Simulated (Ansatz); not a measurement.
Run report: BN2H4Cl, geometry relaxation (part 2 of 2)

The same run, continued: BN2H4Cl; RKS PBE/def2-SVP (Ansatz 0.2.0). It belongs to a series of runs on one base structure; here: start relaxed.

Geometry of the input (Å):
```
B  0.0000  0.0000  0.0000
Cl 0.0000  0.0000  1.8600
N  1.3423  0.0000  -0.7750
H  1.8089  -0.9179  -1.0268
H  1.7937  0.9179  -1.0532
N  -1.3423  0.0000  -0.7750
H  -2.0112  -0.8164  -0.6764
H  -1.5914  0.8164  -1.4036
```

### Trajectory as extended XYZ (Å, eV, eV/Å), 12 frames, from step=1 to step=12
```
8
Properties=species:S:1:pos:R:3:forces:R:3 step=1 energy=-16229.02363
B     0.0000    0.0000    0.0000   -0.1117  -0.0694  -2.2619
Cl    0.0000    0.0000    1.8600   -0.1042  -0.2469  -1.3160
N     1.3423    0.0000   -0.7750   -1.2883   0.5385   0.9272
H     1.8089   -0.9179   -1.0268   -0.6625   1.6280   0.2284
H     1.7937    0.9179   -1.0532   -0.3223  -1.6516   0.4694
N    -1.3423    0.0000   -0.7750    1.5270  -0.2518   1.3168
H    -2.0112   -0.8164   -0.6764    0.5265   1.7167   0.1104
H    -1.5914    0.8164   -1.4036    0.4355  -1.6636   0.5258
8
Properties=species:S:1:pos:R:3:forces:R:3 step=2 energy=-16229.80015
B     0.0018   -0.0090   -0.0623   -0.2844  -0.0665  -1.0338
Cl   -0.0155   -0.0663    1.7687   -0.0887  -0.2492  -0.4647
N     1.3121    0.0349   -0.7672   -1.0318   0.5259   0.3419
H     1.7680   -0.8469   -1.0450   -0.2385   0.6050  -0.0449
H     1.8072    0.9143   -0.9798    0.0005  -0.6685   0.2879
N    -1.3100   -0.0142   -0.7513    0.9449  -0.2925   0.6241
H    -2.0612   -0.7086   -0.5220    0.4788   1.3320   0.0499
H    -1.5024    0.6957   -1.4911    0.2193  -1.1862   0.2395
8
Properties=species:S:1:pos:R:3:forces:R:3 step=3 energy=-16230.27486
B    -0.0049   -0.0054   -0.0896    0.1832  -0.1384   0.2288
Cl   -0.0338   -0.1367    1.7259   -0.0476  -0.1754   0.0545
N     1.2546    0.0761   -0.7877   -0.0337   0.5655  -0.3820
H     1.7084   -0.7875   -1.0849   -0.0508   0.1204  -0.1436
H     1.8224    0.9173   -0.9021    0.0825  -0.2493   0.3488
N    -1.2567   -0.0364   -0.7390   -0.6946  -0.2196  -0.2255
H    -2.0780   -0.5702   -0.3912    0.4216   0.9424  -0.0192
H    -1.4120    0.5429   -1.5815    0.1395  -0.8457   0.1381
8
Properties=species:S:1:pos:R:3:forces:R:3 step=4 energy=-16230.57218
B    -0.0107    0.0139   -0.1248    0.1747  -0.2629   0.4073
Cl   -0.0053   -0.1681    1.6865   -0.0524  -0.0005   0.1488
N     1.2291    0.1233   -0.8505    0.3625   1.0978  -0.5033
H     1.6806   -0.7422   -1.1446   -0.0019   0.0206  -0.1327
H     1.9081    0.9006   -0.7223   -0.4843  -0.8160   0.2822
N    -1.2723   -0.0521   -0.7390   -0.5758  -0.0240  -0.3821
H    -2.1149   -0.4501   -0.2835    0.5038   0.6134  -0.2427
H    -1.4146    0.3746   -1.6719    0.0735  -0.6284   0.4225
8
Properties=species:S:1:pos:R:3:forces:R:3 step=5 energy=-16230.76781
B    -0.0061   -0.0117   -0.1376    0.0385   0.1278   0.3263
Cl    0.0156   -0.1525    1.6817    0.0464   0.0322  -0.0613
N     1.1979    0.1786   -0.9171    0.9157   1.1371   0.2738
H     1.6467   -0.6781   -1.2489    0.0196   0.0214  -0.1284
H     1.9356    0.8434   -0.5410   -1.0022  -1.1573  -0.2702
N    -1.2742   -0.0637   -0.7356   -0.2876  -0.0593  -0.3878
H    -2.1276   -0.3323   -0.2276    0.2935   0.2170  -0.2642
H    -1.3879    0.2163   -1.7239   -0.0238  -0.3188   0.5119
8
Properties=species:S:1:pos:R:3:forces:R:3 step=6 energy=-16230.91118
B    -0.0003    0.0154   -0.1285   -0.0332   0.0506   0.0889
Cl   -0.0022   -0.0656    1.6912    0.0656   0.1125  -0.0941
N     1.2126    0.2121   -0.8809    0.5892   0.3075   0.2676
H     1.5679   -0.5937   -1.4120   -0.1241   0.3328  -0.0323
H     1.9902    0.7212   -0.4133   -0.5010  -0.6328  -0.2095
N    -1.2580   -0.1036   -0.7503   -0.2228  -0.0569  -0.1642
H    -2.1038   -0.3344   -0.2205    0.1589   0.0776  -0.1892
H    -1.4064    0.1485   -1.7357    0.0674  -0.1913   0.3328
8
Properties=species:S:1:pos:R:3:forces:R:3 step=7 energy=-16231.03258
B     0.0020    0.0247   -0.1275   -0.0361   0.1807   0.0871
Cl   -0.0097    0.0232    1.6913    0.0519   0.0854  -0.1075
N     1.2283    0.2341   -0.8392    0.4249  -0.3039  -0.0153
H     1.5037   -0.4651   -1.5511   -0.1753   0.5743   0.2254
H     2.0406    0.5745   -0.3038   -0.2879  -0.3473  -0.1853
N    -1.2511   -0.1311   -0.7583   -0.1591  -0.1033  -0.0859
H    -2.0914   -0.3317   -0.2142    0.0695   0.0161  -0.1050
H    -1.4224    0.0714   -1.7470    0.1121  -0.1019   0.1865
8
Properties=species:S:1:pos:R:3:forces:R:3 step=8 energy=-16231.13061
B    -0.0012    0.0330   -0.1159    0.0429   0.1631   0.0136
Cl   -0.0108    0.1014    1.6948    0.0300   0.0419  -0.0577
N     1.2339    0.2354   -0.8040    0.2445  -0.3396  -0.0149
H     1.4464   -0.3048   -1.6561   -0.1237   0.4040   0.2614
H     2.0712    0.4219   -0.2414   -0.1764  -0.1430  -0.1726
N    -1.2448   -0.1667   -0.7570   -0.0641  -0.0594  -0.0303
H    -2.0962   -0.3138   -0.2181    0.0021   0.0016  -0.0383
H    -1.3985   -0.0063   -1.7524    0.0445  -0.0686   0.0388
8
Properties=species:S:1:pos:R:3:forces:R:3 step=9 energy=-16231.18940
B    -0.0063    0.0505   -0.1035   -0.1085  -0.0861   0.0550
Cl   -0.0061    0.1633    1.6986   -0.0407   0.0230   0.0410
N     1.2371    0.1952   -0.7624    0.2870  -0.1332  -0.2760
H     1.3991   -0.1228   -1.7242   -0.0807   0.1766   0.2345
H     2.0946    0.2850   -0.2173   -0.0510   0.0009  -0.0586
N    -1.2425   -0.1861   -0.7540    0.0389   0.0514   0.0209
H    -2.1059   -0.2884   -0.2266   -0.0357   0.0302  -0.0115
H    -1.3700   -0.0967   -1.7605   -0.0093  -0.0629  -0.0053
8
Properties=species:S:1:pos:R:3:forces:R:3 step=10 energy=-16231.20912
B    -0.0050    0.0336   -0.0900    0.0296  -0.0141   0.0124
Cl   -0.0174    0.1675    1.7127   -0.0096   0.0026  -0.0313
N     1.2483    0.1238   -0.7464   -0.0394  -0.0096   0.0167
H     1.3693    0.0091   -1.7515    0.0140   0.0219   0.0200
H     2.1147    0.2547   -0.2287   -0.0149  -0.0073  -0.0206
N    -1.2452   -0.1574   -0.7479    0.0015   0.0100   0.0125
H    -2.1236   -0.2231   -0.2376    0.0394   0.0115  -0.0162
H    -1.3412   -0.2082   -1.7606   -0.0206  -0.0151   0.0065
8
Properties=species:S:1:pos:R:3:forces:R:3 step=11 energy=-16231.21003
B    -0.0038    0.0303   -0.0917   -0.0087   0.0036  -0.0157
Cl   -0.0213    0.1675    1.7087    0.0006  -0.0006   0.0116
N     1.2497    0.1134   -0.7452    0.0272  -0.0015  -0.0033
H     1.3737    0.0366   -1.7532   -0.0093   0.0038   0.0049
H     2.1148    0.2449   -0.2264   -0.0010  -0.0011   0.0004
N    -1.2451   -0.1502   -0.7493   -0.0164  -0.0057  -0.0036
H    -2.1199   -0.2102   -0.2338   -0.0003   0.0039   0.0048
H    -1.3482   -0.2324   -1.7591    0.0080  -0.0023   0.0009
8
Properties=species:S:1:pos:R:3:forces:R:3 step=12 energy=-16231.21010
B    -0.0038    0.0294   -0.0921    0.0002  -0.0017   0.0031
Cl   -0.0214    0.1673    1.7091   -0.0003   0.0002  -0.0021
N     1.2507    0.1098   -0.7447   -0.0007   0.0017  -0.0014
H     1.3719    0.0440   -1.7537    0.0003   0.0005   0.0003
H     2.1156    0.2437   -0.2264    0.0004  -0.0010   0.0001
N    -1.2453   -0.1521   -0.7493   -0.0007   0.0012  -0.0010
H    -2.1207   -0.2040   -0.2339   -0.0001   0.0003   0.0008
H    -1.3470   -0.2381   -1.7589    0.0009  -0.0011   0.0002
```

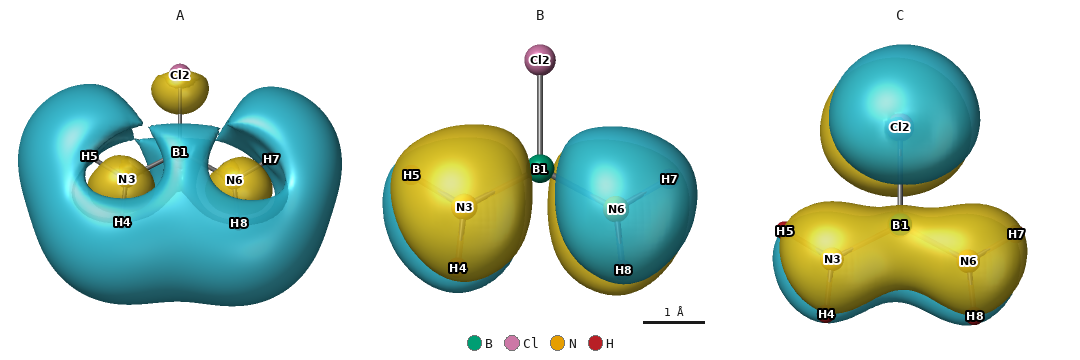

Three frontier orbitals at ±0.06 Å⁻³ᐟ² (yellow and cyan are the two phases). C is the HOMO−1 (−6.34 eV). B is the HOMO (−5.49 eV). A is the LUMO (0.69 eV). Its weight (Hirshfeld) is mainly on H4 (20 %), H8 (20 %), N3 (15 %), N6 (15 %) and B1 (10 %); it is symmetric in the molecular plane (σ or in-plane lone-pair type). The HOMO–LUMO gap is 6.18 eV between the orbital energies.

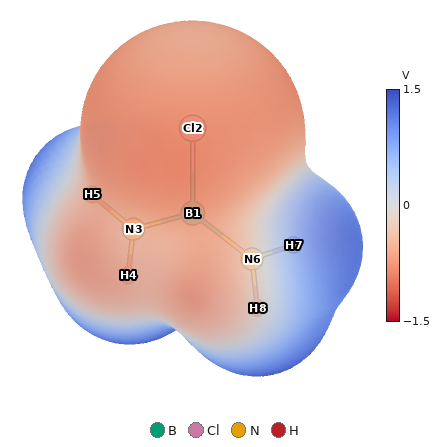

The molecular electrostatic potential painted on the density surface at 0.001 e/bohr³, seen at a tilt; red is negative and blue positive. A positive charge is drawn to the negative regions and a negative charge to the positive ones.

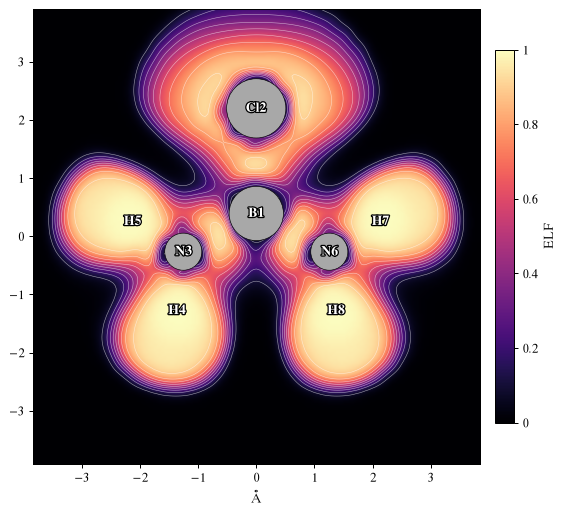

Electron localisation function on the molecular plane. Grey discs, where drawn, cover atomic cores. Atoms in the plane: B, Cl, N and H. B–N (1.42 Å): the ELF peaks at about 0.95 between the atoms, which marks a shared but strongly polarised pair. B–Cl (1.81 Å): the ELF peaks at about 0.95 between the atoms (a shared but strongly polarised pair).

### Key numbers

- outcome: converged
- total energy: −16231.2101 eV
- mean-field energy: −16231.2101 eV
- largest force (length of the vector) at the end: 0.004 eV/Å
- wall time: 24 s
- peak memory: 0.11 GiB
